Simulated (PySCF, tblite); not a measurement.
**C6H11NOSi: geometry, infrared bands and NMR shifts**

Wanted: the infrared bands and NMR shifts of C6H11NOSi (`CO[SiH2]/C=C/CCC#N`), by calculation.

Computed with tblite 0.8.0 and PySCF 2.14.0, with density-fitted response routines of our own, on a single molecule in the gas phase. Atoms count from 0, in the outputs and in this text.

## (1) Starting geometry

20 atoms, charge 0, multiplicity 1; geometry from: force field or distance geometry start.

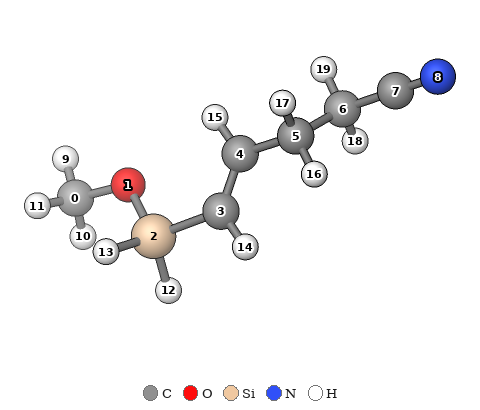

As it starts; carbon grey, oxygen red, silicon light orange, nitrogen blue, hydrogen white, atoms numbered.

## (2) Relaxing the molecule with GFN2-xTB

Job settings and geometry (Å):

```
{"job": {"kind": "relax", "xc": "GFN2-xTB", "basis": "xTB"}, "charge": 0, "multiplicity": 1}
C      3.920100    -0.654400     0.480900
O      2.510600    -0.416400     0.375600
Si     1.939600     0.286600    -0.998500
C      0.108600     0.539400    -0.946300
C     -0.660700     0.475400     0.169600
C     -2.153600     0.690600     0.149800
C     -2.897600    -0.563200     0.586200
C     -4.341900    -0.330800     0.589000
N     -5.488900    -0.155300     0.582000
H      4.108300    -1.122200     1.454300
H      4.254100    -1.337200    -0.303600
H      4.470300     0.285000     0.442000
H      2.265200    -0.570000    -2.147900
H      2.604000     1.598100    -1.188400
H     -0.329700     0.744600    -1.907600
H     -0.208900     0.279300     1.146700
H     -2.486900     1.002800    -0.841800
H     -2.383800     1.517900     0.828600
H     -2.659200    -1.396500    -0.075700
H     -2.574800    -0.863200     1.602200
```

The run is started by

```sh
$ OMP_NUM_THREADS=1 python probes_run.py task.json out
```

This one command runs all jobs of the session in turn.

**Question.** This job is followed by: GFN2-xTB harmonic vibrations, gas phase; GIAO PBE0/pcSseg-1 NMR shielding, non-relativistic, gas phase. What will the session give for the following? strongest single infrared mode (GFN2-xTB); zero-point energy (GFN2-xTB); ¹³C shifts against TMS (PBE0/pcSseg-1); ¹H shifts against TMS (PBE0/pcSseg-1, means over atoms taken as alike); ¹⁷O shifts against H2O (PBE0/pcSseg-1); ²⁹Si shifts against TMS (PBE0/pcSseg-1); ¹⁵N shifts against NH3 (PBE0/pcSseg-1); surface potential, least and greatest.

**Answer**, as computed:

| quantity | value |
| --- | --- |
| strongest single infrared mode (GFN2-xTB) | 2179 cm⁻¹, 438 km/mol |
| zero-point energy (GFN2-xTB) | 96.3 kcal/mol |
| ¹³C shifts against TMS (PBE0/pcSseg-1) | 156.1, 131.1, 123.6, 54.2, 40.9, 18.1 ppm |
| ¹H shifts against TMS (PBE0/pcSseg-1, means over atoms taken as alike) | 6.46, 5.69, 5.07, 3.88, 2.58, 2.18 ppm |
| ¹⁷O shifts against H2O (PBE0/pcSseg-1) | -12.8 ppm |
| ²⁹Si shifts against TMS (PBE0/pcSseg-1) | -30.7 ppm |
| ¹⁵N shifts against NH3 (PBE0/pcSseg-1) | 298.7 ppm |
| surface potential, least and greatest | -1.81 V and 1.28 V |

Over 107 steps the energy fell by 0.203 eV; of the close pairs, C0–O1 changed most, 1.433 to 1.393 Å. All 54 modes are real, so the xTB geometry is a minimum. The strongest single mode, at 2179 cm⁻¹, moves mainly H12 and H13. GFN2-xTB is a fitted tight-binding method: band positions and strengths are rough. Its intensities can rank the bands wrongly. At PBE0/pcSseg-1: The widest tensor belongs to N8: span 498 ppm, with a paramagnetic part of -369 ppm. By nearest atom (PBE0/pcSseg-1), the HOMO sits on C3, C4 about 34 % each and the LUMO on C3, C4 about 30 % each; H14, H15 about 7 % each.
